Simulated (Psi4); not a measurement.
# One shape, several levels: InF (SMILES [F][In])

Wanted: a comparison of 4 runs (B3LYP/def2-SVP, BP86/3-21G, BLYP/def2-SVPD, TPSS/def2-TZVP) of InF. 

Program for the calculation: Psi4 1.11.

4 further runs of the same task are left out: 2 that didn't finish, 2 set aside as unsound or not needed.

## Step 1: The system as given

The species is InF (2 atoms), meant as a singlet with charge 0. As SMILES, `[F][In]`. The shape comes from GFN2-xTB, which is rough for such elements, and wasn't checked as a minimum.

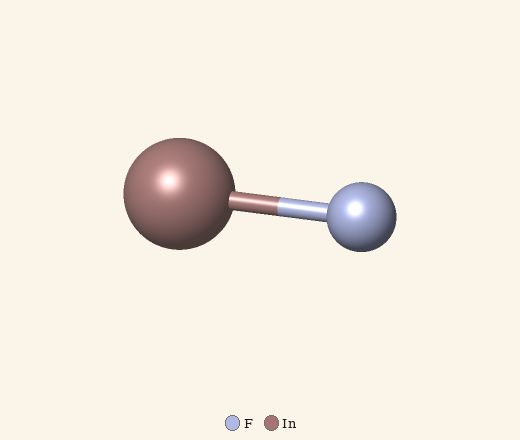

The structure, seen from a chosen angle (fluorine light blue, indium brown).

## Step 2: Energy and forces at B3LYP/def2-SVP (core potential) (run 1)

File job.in:

```
memory 1600 mb

molecule {
  0 1
  F      0.000000     0.000000     0.000000
  In     0.000000     0.000000     2.025490
  symmetry c1
}

set basis def2-SVP
set puream true
set e_convergence 1e-09
set d_convergence 1e-08
set scf_type pk
set dft_radial_points 99
set dft_spherical_points 590

result, w = gradient('b3lyp', return_wfn=True)
oeprop(w, 'QUADRUPOLE', 'LOWDIN_CHARGES', 'WIBERG_LOWDIN_INDICES')
```

Run with:

```console
$ psi4 -n 1 job.in job.out
```

job.out:

```text
[...]
    !!!  WARNING: ECP capability is in beta. Please check occupations closely.  !!!
[...]
  Running in c1 symmetry.
[...]
  Nuclear repulsion =   49.377924757283438
[...]
  Multiplicity = 1
[...]
  Nalpha       = 15
  Nbeta        = 15
[...]
    Number of basis functions: 40
[...]
   @RKS iter   1:  -289.87541341838767   -1.10721e+00   1.49797e-02 ADIIS/DIIS
[...]
   @RKS iter  11:  -290.01895218740742   -9.09495e-13   9.09043e-10 DIIS
[...]
    Orbital Energies [Eh]
    ---------------------
    Doubly Occupied:
       1A    -24.577495     2A     -4.666886     3A     -3.071554
       4A     -3.071554     5A     -3.063064     6A     -1.027761
       7A     -0.760118     8A     -0.760118     9A     -0.753115
      10A     -0.753115    11A     -0.747773    12A     -0.384648
      13A     -0.315897    14A     -0.315897    15A     -0.266454
[...]
  @RKS Final Energy:  -290.01895218740742
   => Energetics <=
    Nuclear Repulsion Energy =             49.3779247572834379
    One-Electron Energy =                -574.0313643305750020
    Two-Electron Energy =                 256.7536908823257704
    DFT Exchange-Correlation Energy =     -22.1192034964417097
    Empirical Dispersion Energy =           0.0000000000000000
    VV10 Nonlocal Energy =                  0.0000000000000000
    Total Energy =                       -290.0189521874074217
[...]
  -Total Gradient:
     Atom            X                  Y                   Z
    ------   -----------------  -----------------  -----------------
       1        0.000000000005     0.000000000001    -0.007102271155
       2       -0.000000000005    -0.000000000001     0.007101399425
[...]
```

Run time: 11 s. Hardware: 1 thread of AMD EPYC, shared host; peak memory 0.32 GiB.

## Step 3: Energy and gradient at BP86/3-21G (run 2)

File input.inp:

```
memory 1600 MB

molecule mol {
  0 1
  F
  In 1 2.02549
  symmetry c1
  no_reorient
  no_com
}

set puream true
set e_convergence 1e-09
set d_convergence 1e-08
set scf_type pk
set dft_radial_points 99
set dft_spherical_points 590

result, w = gradient("bp86/3-21G", return_wfn=True)
oeprop(w, "QUADRUPOLE", "MULLIKEN_CHARGES", "WIBERG_LOWDIN_INDICES", title="BP86")
```

Run with:

```console
$ psi4 -i input.inp -o input.out -n 1
```

input.out:

```text
[...]
  Running in c1 symmetry.
[...]
  Nuclear repulsion =  115.215157766994651
[...]
  Multiplicity = 1
[...]
  Nalpha       = 29
  Nbeta        = 29
[...]
    Number of basis functions: 40
[...]
   @RKS iter   1: -5816.89670494114762   -3.01349e+00   1.13919e-02 ADIIS/DIIS
[...]
   @RKS iter   9: -5817.04862263609175   -2.09184e-11   3.36724e-09 DIIS
[...]
  @RKS Final Energy: -5817.04862263609175
   => Energetics <=
    Nuclear Repulsion Energy =            115.2151577669946505
    One-Electron Energy =               -8265.9299679916784953
    Two-Electron Energy =                2500.8818332796281538
    DFT Exchange-Correlation Energy =    -167.2156456910356610
    Empirical Dispersion Energy =           0.0000000000000000
    VV10 Nonlocal Energy =                  0.0000000000000000
    Total Energy =                      -5817.0486226360917499
[...]
  -Total Gradient:
     Atom            X                  Y                   Z
    ------   -----------------  -----------------  -----------------
       1       -0.000000000000     0.000000000000    -0.019342849109
       2        0.000000000001     0.000000000002     0.019372716537
[...]
  Mulliken Charges: (a.u.)
   Center  Symbol    Alpha    Beta     Spin     Total
       1     F     4.67327  4.67327  0.00000 -0.34653
       2    IN    24.32673 24.32673  0.00000  0.34653
   Total alpha = 29.00000, Total beta = 29.00000, Total charge = -0.00000
  Wiberg Bond Indices using Orthogonal Lowdin Orbitals:
[...]
```

Wall time 6.9 s (1 thread of AMD EPYC, shared host); peak memory 0.29 GiB.

Run 3 isn't shown in full; the table further down has it.

## Step 4: Energy and gradient at TPSS/def2-TZVP (core potential) (run 4)

File run.py:

```python
import psi4

psi4.set_memory('1600 MB')
psi4.set_num_threads(1)
psi4.core.set_output_file('output.dat', False)

molecule = psi4.geometry("""
0 1
F      0.00000000     0.00000000     0.00000000
In     0.00000000     0.00000000     3.82762137
units bohr
symmetry c1
no_reorient
no_com
""")

options = {'basis': 'def2-TZVP', 'puream': True, 'e_convergence': 1e-09, 'd_convergence': 1e-08, 'scf_type': 'pk', 'dft_radial_points': 99, 'dft_spherical_points': 590}
psi4.set_options(options)

E, wfn = psi4.gradient("tpss", molecule=molecule, return_wfn=True)
psi4.oeprop(wfn, "WIBERG_LOWDIN_INDICES", "DIPOLE", "QUADRUPOLE")
print('gradient / Eh bohr^-1')
print(E.np.round(6))
print(f'energy = {wfn.energy():.10f} Eh')
for k, v in sorted(psi4.core.scalar_variables().items()):
    print(f'{k:45s} {v:18.10f}')
```

Run with:

```console
$ python run.py
```

output.dat:

```text
[...]
    !!!  WARNING: ECP capability is in beta. Please check occupations closely.  !!!
[...]
  Running in c1 symmetry.
[...]
  Nuclear repulsion =   49.377924755394496
[...]
  Multiplicity = 1
[...]
  Nalpha       = 15
  Nbeta        = 15
[...]
    Number of basis functions: 81
[...]
   @RKS iter   1:  -289.77761056581596   -8.56414e-01   1.00150e-02 DIIS/ADIIS
[...]
   @RKS iter  12:  -290.01404438547394   -7.95808e-13   3.80410e-09 DIIS
[...]
    Orbital Energies [Eh]
    ---------------------
    Doubly Occupied:
       1A    -24.311182     2A     -4.506807     3A     -2.941743
       4A     -2.941743     5A     -2.932171     6A     -0.989300
       7A     -0.688693     8A     -0.688693     9A     -0.680968
      10A     -0.680968    11A     -0.675972    12A     -0.347667
      13A     -0.278385    14A     -0.278385    15A     -0.238481
[...]
  @RKS Final Energy:  -290.01404438547394
   => Energetics <=
    Nuclear Repulsion Energy =             49.3779247553944955
    One-Electron Energy =                -573.9424382489814889
    Two-Electron Energy =                 261.6664315386702810
    DFT Exchange-Correlation Energy =     -27.1159624305571931
    Empirical Dispersion Energy =           0.0000000000000000
    VV10 Nonlocal Energy =                  0.0000000000000000
    Total Energy =                       -290.0140443854739374
[...]
  -Total Gradient:
     Atom            X                  Y                   Z
    ------   -----------------  -----------------  -----------------
       1       -0.000000000045    -0.000000000030    -0.004402243301
       2        0.000000000045     0.000000000030     0.004406563296
[...]
```

On the terminal:

```text
gradient / Eh bohr^-1
[[-0.       -0.       -0.004402]
 [ 0.        0.        0.004407]]
energy = -290.0140443855 Eh
CURRENT ENERGY                                   -290.0140443855
CURRENT REFERENCE ENERGY                         -290.0140443855
DD SOLVATION ENERGY                                 0.0000000000
DFT FUNCTIONAL TOTAL ENERGY                      -290.0140443855
DFT TOTAL ENERGY                                 -290.0140443855
DFT VV10 ENERGY                                     0.0000000000
DFT XC ENERGY                                     -27.1159624306
GRID ELECTRONS ALPHA                               15.0000006772
GRID ELECTRONS BETA                                15.0000006772
GRID ELECTRONS TOTAL                               30.0000013545
NUCLEAR REPULSION ENERGY                           49.3779247554
ONE-ELECTRON ENERGY                              -573.9424382490
PCM POLARIZATION ENERGY                             0.0000000000
PE ENERGY                                           0.0000000000
SCF ITERATION ENERGY                             -290.0140443855
SCF ITERATIONS                                     12.0000000000
SCF TOTAL ENERGY                                 -290.0140443855
TWO-ELECTRON ENERGY                               261.6664315387
XC GRID RADIAL POINTS                              99.0000000000
XC GRID SPHERICAL POINTS                          590.0000000000
XC GRID TOTAL POINTS                           111919.0000000000
```

It took 37 s on 1 thread of AMD EPYC, shared host; peak memory 0.83 GiB.

## Step 5: The series

```tsv
run	level	core potential	energy (Eh)	dipole moment (D)	HOMO energy (eV)	LUMO energy (eV)	wall time
1	B3LYP/def2-SVP (core potential)	def2	-290.018952	2.99	-7.25	-1.73	11 s
2	BP86/3-21G	none	-5817.048623	1.38	-5.84	-2.05	6.9 s
3	BLYP/def2-SVPD (core potential)	def2	-289.930517	3.49	-6.56	-2.31	11 s
4	TPSS/def2-TZVP (core potential)	def2	-290.014044	3.19	-6.49	-2.12	37 s
```

## Step 6: Outcome

```
                       quantity          value
            run 4: total energy  -290.01404 Eh
           run 4: dipole moment         3.19 D
             run 4: HOMO energy       -6.49 eV
             run 4: LUMO energy       -2.12 eV
           run 4: HOMO–LUMO gap        4.37 eV
run 4: largest force on an atom     0.227 eV/Å
```

The dipole moment (its size) runs from 1.38 D (BP86/3-21G) to 3.49 D (BLYP/def2-SVPD). The two ends differ in method and basis and core potential. The HOMO–LUMO gap runs from 3.79 eV (BP86/3-21G) to 5.52 eV (B3LYP/def2-SVP). Totals of different functionals can't be ranked against each other. Some runs of one species differ in core potentials or relativity; totals across that change don't compare. In run 2 relativity is left out where basis or elements ask for it. All runs together took 65 s, the longest 37 s.
